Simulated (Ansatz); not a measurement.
**Geometry relaxation of C$_{5}$H$_{3}$ (part 3 of 3)**

C$_{5}$H$_{3}$ (slab, 32 atoms in the cell); DFT PBE, scalar-relativistic, plane waves, PAW, PAW set soft_1, no spin polarisation (Ansatz 0.2.0); cutoff 420 eV, 2×2×1 k-mesh, Gaussian smearing of 0.05 eV. The input holds or restrains some coordinates. Forces given for the steps count only the free coordinates. It belongs to a series of runs on one base structure; here: end point B relaxed.

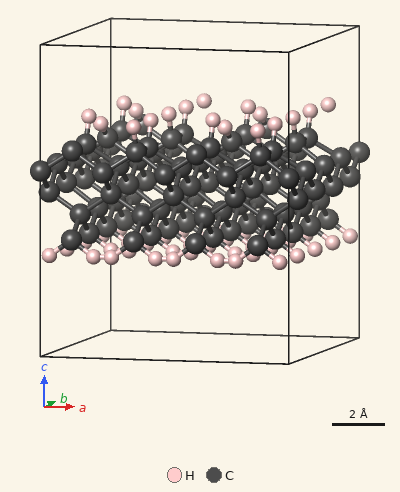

Fig. 1: The geometry at step 13 of the log (ball-and-stick view of the 2 × 2 repeat of the cell, with the vacuum cut short, seen slightly off an axis).

Trajectory as extended XYZ, continued:
```
32
Lattice="5.0487 0.0000 0.0000 0.0000 5.0487 0.0000 0.0000 0.0000 17.1356" Properties=species:S:1:pos:R:3:forces:R:3 step=4 energy=-5188.75110
H     2.1598    0.0000    1.0000   -9.0027  -0.0522   0.0847
H     0.3646    0.0000    1.0000    9.0096  -0.0543   0.0747
H     4.6842    0.0000    1.0000   -8.9805  -0.0524   0.0895
H     2.8890    0.0000    1.0000    8.9709  -0.0407   0.1055
H     2.1598    2.5244    1.0000   -8.9870   0.0445   0.0825
H     0.3646    2.5244    1.0000    8.9879   0.0471   0.0746
H     4.6842    2.5244    1.0000   -8.9819   0.0548   0.0691
H     2.8890    2.5244    1.0000    8.9838   0.0481   0.0772
C     1.2622    0.0000    1.6347   -0.0315  -0.1410   0.9625
C     3.7866    0.0000    1.6347    0.0257  -0.1228   1.0488
C     1.2622    2.5244    1.6347   -0.0138   0.1351   0.9966
C     3.7866    2.5244    1.6347    0.0063   0.1368   0.9611
C     1.2622    1.2622    2.5272    0.0118  -0.1097  -2.8749
C     3.7866    1.2622    2.5272   -0.0994   0.0800  -2.8767
C     1.2622    3.7866    2.5272    0.0307  -0.0957   0.5592
C     3.7866    3.7866    2.5272   -0.1025  -0.1155   0.5637
C     0.0022    1.2443    3.3544    0.0371   0.0241   0.0003
C     2.5211    1.2461    3.3541    0.0275   0.0945  -0.0114
C     0.0013    3.7896    3.4919   -0.0061   0.0335  -0.1076
C     2.5207    3.7889    3.4965   -0.0911  -0.0191  -0.1245
C     0.0105    0.0779    4.3400    0.0268  -0.0500   0.0280
C     2.5086    0.0761    4.3378    0.0070  -0.0436   0.0866
C    -0.0353    2.4354    4.2967   -0.0607  -0.0152   0.0692
C     2.5276    2.4336    4.3188    0.0969  -0.0377  -0.0906
C     1.2579    0.3642    5.2018   -0.0447  -0.0379  -0.1104
C     3.7835    0.4238    5.1334   -0.0778  -0.0540  -0.0456
C     1.2940    1.9594    5.1292   -0.1552   0.1279   0.3070
C     3.7744    2.0537    5.1330    0.0464   0.1222  -0.0379
H     3.7767    0.0016    6.1452    0.0293   0.0501   0.0390
H     1.5532    2.4553    6.1991   -0.2507  -0.2206  -0.0869
H     3.7680    2.5098    6.1396    0.0164  -0.0715   0.0119
H     5.6853    2.6933    5.8399    0.5716   0.3325   0.0720
32
Lattice="5.0487 0.0000 0.0000 0.0000 5.0487 0.0000 0.0000 0.0000 17.1356" Properties=species:S:1:pos:R:3:forces:R:3 step=7 energy=-5189.23907
H     2.1598    0.0000    1.0000   -9.0033  -0.0481   0.0928
H     0.3646    0.0000    1.0000    9.0051  -0.0542   0.0842
H     4.6842    0.0000    1.0000   -8.9936  -0.0569   0.0831
H     2.8890    0.0000    1.0000    8.9831  -0.0395   0.1062
H     2.1598    2.5244    1.0000   -8.9902   0.0489   0.0853
H     0.3646    2.5244    1.0000    8.9923   0.0474   0.0781
H     4.6842    2.5244    1.0000   -8.9853   0.0511   0.0756
H     2.8890    2.5244    1.0000    8.9927   0.0500   0.0727
C     1.2622    0.0000    1.6347   -0.0292  -0.1279   0.9697
C     3.7866    0.0000    1.6347    0.0538  -0.1284   1.0086
C     1.2622    2.5244    1.6347   -0.0143   0.1294   0.9490
C     3.7866    2.5244    1.6347   -0.0198   0.1257   0.9286
C     1.2622    1.2622    2.5272    0.0382  -0.0016  -2.8105
C     3.7866    1.2622    2.5272   -0.0111   0.0507  -2.8386
C     1.2622    3.7866    2.5272   -0.0264  -0.1152   0.5512
C     3.7866    3.7866    2.5272   -0.1133  -0.0733   0.5686
C     0.0034    1.2556    3.3557   -0.0869   0.0187  -0.0148
C     2.5236    1.2512    3.3526   -0.0224  -0.0056   0.0647
C    -0.0013    3.7894    3.4887   -0.0429   0.0538  -0.0655
C     2.5176    3.7842    3.4927    0.0401   0.0113  -0.0510
C     0.0002    0.0860    4.3309    0.0573  -0.0455  -0.0735
C     2.5089    0.0770    4.3381   -0.0649  -0.0405  -0.0756
C    -0.0309    2.4422    4.3170    0.6154  -0.3401   0.2850
C     2.5358    2.4283    4.3209   -0.0831  -0.0985  -0.0262
C     1.2436    0.3441    5.1796    0.1310  -1.0530  -0.2719
C     3.7802    0.4259    5.1319   -0.0042   0.2178   0.1151
C     1.2983    2.0106    5.1442   -0.3954   1.1410   0.2744
C     3.7843    2.0719    5.1350   -0.0194  -0.1846   0.1037
H     3.7894    0.0084    6.1460    0.0118  -0.0041   0.0165
H     1.4971    2.2552    6.2795   -0.4115  -0.2491  -0.4471
H     3.7802    2.5162    6.1424    0.0014  -0.0322   0.0203
H     6.0449    3.1518    5.7981    0.3936   0.7525   0.1404
32
Lattice="5.0487 0.0000 0.0000 0.0000 5.0487 0.0000 0.0000 0.0000 17.1356" Properties=species:S:1:pos:R:3:forces:R:3 step=10 energy=-5190.72886
H     2.1598    0.0000    1.0000   -9.0044  -0.0515   0.0948
H     0.3646    0.0000    1.0000    9.0044  -0.0574   0.0896
H     4.6842    0.0000    1.0000   -8.9886  -0.0538   0.0924
H     2.8890    0.0000    1.0000    8.9885  -0.0471   0.0990
H     2.1598    2.5244    1.0000   -8.9936   0.0372   0.0870
H     0.3646    2.5244    1.0000    8.9948   0.0367   0.0862
H     4.6842    2.5244    1.0000   -8.9990   0.0230   0.0762
H     2.8890    2.5244    1.0000    9.0024   0.0241   0.0740
C     1.2622    0.0000    1.6347   -0.0180  -0.1273   0.9720
C     3.7866    0.0000    1.6347    0.0205  -0.1144   1.0305
C     1.2622    2.5244    1.6347   -0.0048   0.1361   0.9083
C     3.7866    2.5244    1.6347   -0.0070   0.1011   0.8626
C     1.2622    1.2622    2.5272    0.0313  -0.0348  -2.7168
C     3.7866    1.2622    2.5272    0.0462  -0.0348  -2.6310
C     1.2622    3.7866    2.5272   -0.0658  -0.3381   0.5190
C     3.7866    3.7866    2.5272   -0.0725  -0.5304   0.4241
C     0.0054    1.2529    3.3593    0.0218   0.0304   0.0924
C     2.5221    1.2495    3.3562   -0.1660  -0.1188   0.1613
C    -0.0056    3.7712    3.4834   -0.1188   0.2426  -0.0694
C     2.5220    3.7681    3.4839    0.2498   0.2053  -0.0713
C    -0.0060    0.0667    4.3166    0.1505  -0.5442  -0.2838
C     2.5232    0.0578    4.3227   -0.2704  -0.4151  -0.3305
C    -0.0137    2.4252    4.3438    0.7956  -0.1686   0.2999
C     2.5301    2.4159    4.3364   -0.1582  -0.0314   0.1596
C     1.2507    0.2362    5.1282    0.2327  -1.4487  -0.3583
C     3.7835    0.4181    5.1343    0.0388   0.3110   0.1791
C     1.2809    2.0651    5.1745   -0.3261  -0.4340   0.7124
C     3.7879    2.0698    5.1410   -0.1541  -0.3729   0.1598
H     3.7951   -0.0020    6.1476   -0.0181  -0.0446  -0.0038
H     1.3689    2.2033    6.2894   -0.3339   0.3741  -0.6913
H     3.7840    2.5039    6.1503   -0.0152  -0.0489   0.0443
H     6.2575    3.6832    5.7897    0.1371   3.4973  -0.0702
32
Lattice="5.0487 0.0000 0.0000 0.0000 5.0487 0.0000 0.0000 0.0000 17.1356" Properties=species:S:1:pos:R:3:forces:R:3 step=13 energy=-5193.14617
H     2.1598    0.0000    1.0000   -9.0044  -0.0574   0.0943
H     0.3646    0.0000    1.0000    9.0044  -0.0633   0.0899
H     4.6842    0.0000    1.0000   -8.9860  -0.0628   0.0989
H     2.8890    0.0000    1.0000    8.9867  -0.0575   0.1030
H     2.1598    2.5244    1.0000   -8.9930   0.0274   0.0899
H     0.3646    2.5244    1.0000    8.9938   0.0268   0.0893
H     4.6842    2.5244    1.0000   -9.0031   0.0060   0.0800
H     2.8890    2.5244    1.0000    9.0045   0.0107   0.0799
C     1.2622    0.0000    1.6347   -0.0193  -0.1173   0.9614
C     3.7866    0.0000    1.6347    0.0189  -0.0888   1.0480
C     1.2622    2.5244    1.6347   -0.0072   0.1376   0.9009
C     3.7866    2.5244    1.6347    0.0037   0.0772   0.8440
C     1.2622    1.2622    2.5272    0.0167  -0.1114  -2.6603
C     3.7866    1.2622    2.5272    0.0573  -0.0887  -2.4586
C     1.2622    3.7866    2.5272   -0.0608  -0.5622   0.3983
C     3.7866    3.7866    2.5272   -0.0622  -0.9922   0.2755
C     0.0080    1.2433    3.3639    0.0147  -0.0660   0.0453
C     2.5193    1.2397    3.3595   -0.1313  -0.1809   0.1407
C    -0.0084    3.7579    3.4779    0.0178   0.2578   0.0223
C     2.5262    3.7547    3.4767    0.1262   0.2140   0.0275
C    -0.0046    0.0409    4.3046   -0.0848  -0.4121  -0.4823
C     2.5253    0.0328    4.3065   -0.0175  -0.2971  -0.4527
C    -0.0004    2.4073    4.3611    0.5452  -0.3133   0.0860
C     2.5189    2.3975    4.3539   -0.0032  -0.1528  -0.0067
C     1.2558    0.1487    5.1203    0.1777   1.3339  -0.6358
C     3.7846    0.3988    5.1284    0.0546   0.3062   0.1951
C     1.2769    2.0147    5.2013   -0.3111  -0.4685  -0.0929
C     3.7881    2.0615    5.1405   -0.1442  -0.5700   0.2920
H     3.7943   -0.0123    6.1468   -0.0277  -0.0812  -0.0040
H     1.3336    2.2443    6.2713   -0.2210   0.5342  -0.0776
H     3.7847    2.4885    6.1547   -0.0179  -0.1020   0.0307
H     6.2899    4.2663    5.7765    0.0727   1.9191   0.8797
32
Lattice="5.0487 0.0000 0.0000 0.0000 5.0487 0.0000 0.0000 0.0000 17.1356" Properties=species:S:1:pos:R:3:forces:R:3 step=16 energy=-5194.28173
H     2.1598    0.0000    1.0000   -9.0006  -0.0532   0.0918
H     0.3646    0.0000    1.0000    8.9999  -0.0549   0.0908
H     4.6842    0.0000    1.0000   -8.9928  -0.0565   0.0955
H     2.8890    0.0000    1.0000    8.9921  -0.0542   0.0980
H     2.1598    2.5244    1.0000   -8.9956   0.0356   0.0922
H     0.3646    2.5244    1.0000    8.9956   0.0340   0.0926
H     4.6842    2.5244    1.0000   -9.0012   0.0300   0.0883
H     2.8890    2.5244    1.0000    9.0011   0.0318   0.0874
C     1.2622    0.0000    1.6347   -0.0047  -0.1252   0.9491
C     3.7866    0.0000    1.6347    0.0099  -0.1186   0.9870
C     1.2622    2.5244    1.6347    0.0001   0.1355   0.9403
C     3.7866    2.5244    1.6347   -0.0018   0.1227   0.9092
C     1.2622    1.2622    2.5272    0.0028  -0.0710  -2.8414
C     3.7866    1.2622    2.5272    0.0113  -0.0082  -2.7998
C     1.2622    3.7866    2.5272    0.0030  -0.3187   0.4788
C     3.7866    3.7866    2.5272    0.0068  -0.4948   0.4689
C     0.0013    1.2508    3.3552    0.0106   0.0092  -0.0291
C     2.5236    1.2491    3.3545   -0.0107   0.0144  -0.0291
C    -0.0010    3.7723    3.4865    0.0213  -0.0408   0.0001
C     2.5259    3.7711    3.4857   -0.0255  -0.0314   0.0076
C    -0.0019    0.0593    4.3055   -0.0311  -0.0089   0.0972
C     2.5261    0.0576    4.3069    0.0532  -0.0092   0.0912
C     0.0047    2.4134    4.3451   -0.0507   0.0654  -0.0755
C     2.5216    2.4118    4.3411    0.0251   0.0569  -0.0480
C     1.2620    0.3565    5.1160   -0.0158   0.3412  -0.0095
C     3.7872    0.4211    5.1316   -0.0144  -0.0421  -0.0568
C     1.2642    2.0239    5.1664    0.0244  -0.0992  -0.0252
C     3.7862    2.0525    5.1432    0.0175   0.0103   0.0416
H     3.7890   -0.0104    6.1427   -0.0037  -0.0291   0.0071
H     1.2806    2.4000    6.2011   -0.0660   0.1118  -0.0911
H     3.7833    2.4829    6.1564    0.0035  -0.0698   0.0139
H     6.3024    4.7986    6.0399    0.0363   0.6834   0.2774
32
Lattice="5.0487 0.0000 0.0000 0.0000 5.0487 0.0000 0.0000 0.0000 17.1356" Properties=species:S:1:pos:R:3:forces:R:3 step=19 energy=-5194.41504
H     2.1598    0.0000    1.0000   -8.9970  -0.0443   0.0926
H     0.3646    0.0000    1.0000    8.9970  -0.0444   0.0925
H     4.6842    0.0000    1.0000   -8.9969  -0.0444   0.0926
H     2.8890    0.0000    1.0000    8.9969  -0.0443   0.0926
H     2.1598    2.5244    1.0000   -8.9969   0.0441   0.0925
H     0.3646    2.5244    1.0000    8.9970   0.0440   0.0926
H     4.6842    2.5244    1.0000   -8.9969   0.0439   0.0926
H     2.8890    2.5244    1.0000    8.9969   0.0441   0.0925
C     1.2622    0.0000    1.6347   -0.0006  -0.1315   0.9566
C     3.7866    0.0000    1.6347    0.0003  -0.1317   0.9573
C     1.2622    2.5244    1.6347    0.0002   0.1315   0.9564
C     3.7866    2.5244    1.6347   -0.0001   0.1317   0.9567
C     1.2622    1.2622    2.5272    0.0003  -0.0011  -2.8157
C     3.7866    1.2622    2.5272    0.0006  -0.0015  -2.8142
C     1.2622    3.7866    2.5272   -0.0002  -0.0044   0.5309
C     3.7866    3.7866    2.5272    0.0002  -0.0063   0.5323
C     0.0000    1.2621    3.3547    0.0003  -0.0007  -0.0062
C     2.5244    1.2619    3.3547   -0.0023   0.0024  -0.0071
C     0.0001    3.7864    3.4889   -0.0033   0.0017  -0.0020
C     2.5243    3.7863    3.4888    0.0027   0.0013  -0.0012
C     0.0001    0.0836    4.3268   -0.0021  -0.0009   0.0047
C     2.5244    0.0834    4.3268    0.0004   0.0039   0.0049
C     0.0000    2.4403    4.3273   -0.0007   0.0033  -0.0051
C     2.5242    2.4401    4.3271    0.0024   0.0066  -0.0011
C     1.2622    0.4448    5.1383    0.0005  -0.0018  -0.0015
C     3.7866    0.4454    5.1381   -0.0026  -0.0122   0.0054
C     1.2621    2.0782    5.1385    0.0017   0.0047   0.0006
C     3.7864    2.0788    5.1382    0.0022  -0.0030   0.0030
H     3.7862    0.0198    6.1527    0.0018   0.0017   0.0003
H     1.2623    2.5028    6.1534   -0.0002   0.0038   0.0030
H     3.7867    2.5038    6.1530   -0.0015   0.0017   0.0025
H     6.3109    5.0677    6.1529    0.0001   0.0018  -0.0010
```

Summary:

```tsv
quantity	value
outcome	converged under the restraints of the input
electrons treated	92
free energy	−5194.4150 eV
Fermi energy	2.944 eV
final volume	436.78 Å³
largest force (length of the vector) at the end, held atoms and coordinates included	8.998 eV/Å
wall time	99 s
peak memory	0.57 GiB
```

Remarks:

The k-point mesh is coarse for a cell of this size, so the results may not be converged.
